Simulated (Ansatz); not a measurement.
## Abstraction of F: C2HF3Sn + CH2F → C2HF2Sn + CH2F2

Species: C2HF3Sn `C#[C][Sn]([F])([F])[F]`, singlet; CH2F `[CH2]F`, doublet; C2HF2Sn `C#[C][Sn]([F])[F]`, doublet; CH2F2 `FCF`, singlet. A radical takes F: the energy is the difference in strength between the Sn–F bond broken and the C–F bond made.

Shapes, held fixed at every level: PBE0-D4/def2-TZVP. Programs: Ansatz 0.2.0. The zero-point and thermal change to 298 K, harmonic and unscaled (PBE0-D4/def2-TZVP), is +11.1 kJ/mol.

```
                level                    kind  ΔH(298 K) (kJ/mol)  less CCSD(T)/def2-TZVPP
          HF/def2-SVP            Hartree–Fock               -23.7                     -4.6
        HF/def2-TZVPP            Hartree–Fock                -0.3                    +18.8
     SPW92/def2-TZVPP                     LDA               -63.8                    -44.7
r2SCAN0-D4/def2-TZVPP           global hybrid               -20.5                     -1.4
   wB97M-V/def2-TZVPP  range-separated hybrid               -29.6                    -10.5
    B2PLYP/def2-TZVPP           double hybrid               -24.3                     -5.2
        CCSD/def2-SVP   coupled cluster or CI               -27.8                     -8.7
   CCSD(T)/def2-TZVPP   coupled cluster or CI               -19.1                      0.0
```

The highest level, CCSD(T)/def2-TZVPP, gives ΔH(298 K) = -19.1 kJ/mol; the levels span -63.8 to -0.3. The column of differences is taken from that level and isn't an error. No measured value is set beside it here. Open shells run unrestricted unless RO is named. For atoms past krypton def2 sets carry core potentials with scalar relativity. Correlated rows may include outer-core shells of Sn, which these sets cover unevenly.

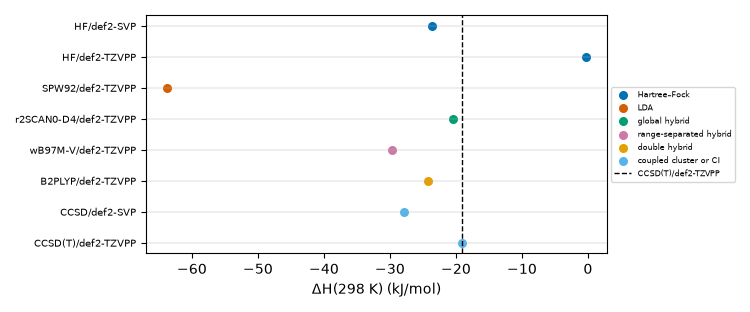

The values of the table, level by level.
